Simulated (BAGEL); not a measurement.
# B3LYP/6-31G(d) (density fitting with qzvpp-jkfit, spherical functions) run of AlHSBrCl (SMILES [SH][Al]([Cl])[Br])

Aim: the energy change on altering one bond length of AlHSBrCl at B3LYP/6-31G* (density fitting with qzvpp-jkfit, spherical functions), from 2 runs. 

Program for the calculation: BAGEL 1.2.2.

2 further runs of the same task are left out: 2 for a known fault of the program. Runs told in other sessions of the task aren't counted.

### 1 Starting point

AlHSBrCl: 5 atoms, total charge 0, spin state singlet. As SMILES, `[SH][Al]([Cl])[Br]`. The coordinates come from a PBE0-D4/def2-TZVP relaxation. This is one conformer, not always the lowest.

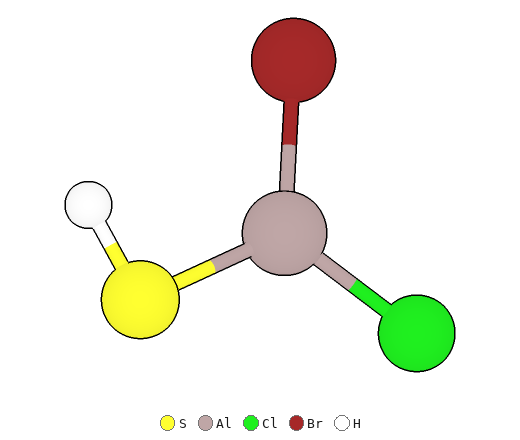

The structure, seen from a chosen angle (sulfur yellow, aluminium light grey, chlorine green, bromine red, hydrogen white).

### 2 The energy at B3LYP/6-31G(d) (density fitting with qzvpp-jkfit, spherical functions)

Contents of input.json:

```json
{ "bagel" : [

{
  "title" : "molecule",
  "basis" : "6-31gs.json",
  "df_basis" : "qzvpp-jkfit",
  "angstrom" : true,
  "geometry" : [
    { "atom" : "S", "xyz" : [    0.103200,    1.673200,    0.404500 ] },
    { "atom" : "Al", "xyz" : [    0.228300,   -0.466900,    0.150900 ] },
    { "atom" : "Cl", "xyz" : [    1.513900,   -1.539900,    1.380300 ] },
    { "atom" : "Br", "xyz" : [   -0.990800,   -1.529400,   -1.395800 ] },
    { "atom" : "H", "xyz" : [   -0.804800,    1.789300,   -0.581400 ] }
  ]
},
{
  "title" : "ks",
  "xc_func" : "b3lyp"
},
{
  "title" : "print",
  "file" : "orbitals.molden",
  "orbitals" : true
}

]}
```

The basis set 6-31G* is read from a file made from the Basis Set Exchange's data (not shown).

Run with:

```console
BAGEL_NUM_THREADS=1 BAGEL input.json > input.out
```

Log:

```text
* using 1 threads per process

  ===============================================================
  ===============================================================

  *** Geometry ***

  { "atom" : "S", "xyz" : [      0.195020,      3.161890,      0.764394 ] },
  { "atom" : "Al", "xyz" : [      0.431424,     -0.882313,      0.285160 ] },
  { "atom" : "Cl", "xyz" : [      2.860856,     -2.909989,      2.608389 ] },
  { "atom" : "Br", "xyz" : [     -1.872341,     -2.890147,     -2.637680 ] },
  { "atom" : "H", "xyz" : [     -1.520852,      3.381287,     -1.098687 ] },

  Number of auxiliary basis functions:      668

  Since a DF basis is specified, we compute 2- and 3-index integrals:
    o Being stored without compression. Storage requirement is 0.041 GB

  Number of basis functions:       88
  Number of electrons      :       82

    * METHOD: MOLECULE                             0.44

  *** Kohn-Sham DFT ***

    * Removing 8516 points whose weight is below 1.00e-10
    * Grid points: 66014

  === Nuclear Repulsion ===
   432.2763337786

       - DIIS with orbital gradients will be used.

  === KS iteration (b3lyp / 6-31gs.json) ===
      0      -3536.84099568          0.13477153           0.38
      1      -3210.56775184          0.17120952           0.35
      2      -3202.79071743          0.09514281           0.35
      3      -3276.13917668          0.13661577           0.35
      4      -3471.51851127          0.12218565           0.35
      5      -3643.79223716          0.10238797           0.35
      6      -3648.70018926          0.08545336           0.35
      7      -3485.81317330          0.17619617           0.35
      8      -3605.45432377          0.10250132           0.35
      9      -3668.69075203          0.09301816           0.35
     10      -3672.84810481          0.04262103           0.35
     11      -3670.63052101          0.05923499           0.35
     12      -3674.94881435          0.02061350           0.36
     13      -3675.44197387          0.00466911           0.36
     14      -3675.47067440          0.00114381           0.35
     15      -3675.47171728          0.00042095           0.35
     16      -3675.47186187          0.00008070           0.35
     17      -3675.47186638          0.00003123           0.35
     18      -3675.47186694          0.00001004           0.35
     19      -3675.47186707          0.00000240           0.36
     20      -3675.47186708          0.00000053           0.36
     21      -3675.47186708          0.00000014           0.36
     22      -3675.47186708          0.00000006           0.35
     23      -3675.47186708          0.00000002           0.35
     24      -3675.47186708          0.00000000           0.35
    * SCF iteration converged.

    * Permanent dipole moment:
           (    0.314720,    -0.277038,     0.298513) a.u.

    * METHOD: KS                                   9.09

    * METHOD: PRINT                                0.01

  ===============================================================
```

Wall time 9.9 s (1 thread of Arm Neoverse V2, shared host); peak memory 0.37 GiB.

### 3 The distorted shape

Contents of job.json:

```json
{ "bagel": [

{
  "title": "molecule",
  "basis": "6-31gs.json",
  "df_basis": "qzvpp-jkfit",
  "angstrom": "true",
  "geometry": [
    { "atom": "S", "xyz": [    0.557192,    1.615151,    0.897442 ] },
    { "atom": "Al", "xyz": [    0.682292,   -0.524949,    0.643842 ] },
    { "atom": "Cl", "xyz": [    1.967892,   -1.597949,    1.873242 ] },
    { "atom": "Br", "xyz": [   -0.536808,   -1.587449,   -0.902858 ] },
    { "atom": "H", "xyz": [   -0.804800,    1.789300,   -0.581400 ] }
  ]
},
{
  "title": "ks",
  "xc_func": "b3lyp"
},
{
  "title": "print",
  "file": "orbitals.molden",
  "orbitals": "true"
}

]}
```

The basis set 6-31G* is read from a file made from the Basis Set Exchange's data (not shown).

Run with:

```console
BAGEL_NUM_THREADS=1 BAGEL job.json > job.out
```

Log:

```text
* using 1 threads per process

  ===============================================================
  ===============================================================

  *** Geometry ***

  { "atom" : "S", "xyz" : [      1.052940,      3.052193,      1.695920 ] },
  { "atom" : "Al", "xyz" : [      1.289345,     -0.992010,      1.216685 ] },
  { "atom" : "Cl", "xyz" : [      3.718777,     -3.019686,      3.539914 ] },
  { "atom" : "Br", "xyz" : [     -1.014420,     -2.999844,     -1.706154 ] },
  { "atom" : "H", "xyz" : [     -1.520852,      3.381287,     -1.098687 ] },

  Number of auxiliary basis functions:      668

  Since a DF basis is specified, we compute 2- and 3-index integrals:
    o Being stored without compression. Storage requirement is 0.041 GB

  Number of basis functions:       88
  Number of electrons      :       82

    * METHOD: MOLECULE                             0.44

  *** Kohn-Sham DFT ***

    * Removing 8224 points whose weight is below 1.00e-10
    * Grid points: 66306

  === Nuclear Repulsion ===
   429.6315937960

       - DIIS with orbital gradients will be used.

  === KS iteration (b3lyp / 6-31gs.json) ===
      0      -3537.71626763          0.13426807           0.38
      1      -3204.64806314          0.17256270           0.35
      2      -3204.94543657          0.09540403           0.35
      3      -3274.43509775          0.13315902           0.35
      4      -3469.94797247          0.11716977           0.36
      5      -3645.93723512          0.10134826           0.36
      6      -3652.10261018          0.08469758           0.35
      7      -3652.37761912          0.10266074           0.35
      8      -3600.30166787          0.13333606           0.35
      9      -3650.51465631          0.10979190           0.35
     10      -3672.99577345          0.04126007           0.36
     11      -3674.91732508          0.01769710           0.35
     12      -3675.22446007          0.01204625           0.35
     13      -3675.38598472          0.00277399           0.35
     14      -3675.39452183          0.00086519           0.35
     15      -3675.39522779          0.00027163           0.36
     16      -3675.39526628          0.00010170           0.36
     17      -3675.39527854          0.00002476           0.35
     18      -3675.39527895          0.00001220           0.35
     19      -3675.39527905          0.00000653           0.36
     20      -3675.39527910          0.00000199           0.36
     21      -3675.39527911          0.00000067           0.35
     22      -3675.39527911          0.00000029           0.35
     23      -3675.39527911          0.00000017           0.35
     24      -3675.39527911          0.00000002           0.35
     25      -3675.39527911          0.00000002           0.35
     26      -3675.39527911          0.00000001           0.36
    * SCF iteration converged.

    * Permanent dipole moment:
           (    0.271339,    -0.274073,     0.250948) a.u.

    * METHOD: KS                                   9.82

    * METHOD: PRINT                                0.01

  ===============================================================
```

Wall time 11 s (1 thread of Arm Neoverse V2, shared host); peak memory 0.37 GiB.

### 4 What came out

At B3LYP/6-31G* (density fitting with qzvpp-jkfit, spherical functions):

```
                                                         quantity           value
                                        first shape: total energy  -3675.47187 Eh
                                       first shape: dipole moment          1.31 D
                                         first shape: HOMO energy        -7.95 eV
                                         first shape: LUMO energy        -1.46 eV
                                       first shape: HOMO–LUMO gap         6.49 eV
                                    distorted shape: total energy  -3675.39528 Eh
                                   distorted shape: dipole moment          1.17 D
                                     distorted shape: HOMO energy        -7.92 eV
                                     distorted shape: LUMO energy        -3.81 eV
                                   distorted shape: HOMO–LUMO gap         4.11 eV
energy change with the S1–H5 bond stretched from 1.345 to 2.018 Å        2.084 eV
```

**Reading.** With the S1–H5 bond stretched from 1.345 to 2.018 Å the energy rises by 2.08 eV (48 kcal/mol). The first shape isn't relaxed at this level, so the change isn't measured from a minimum.
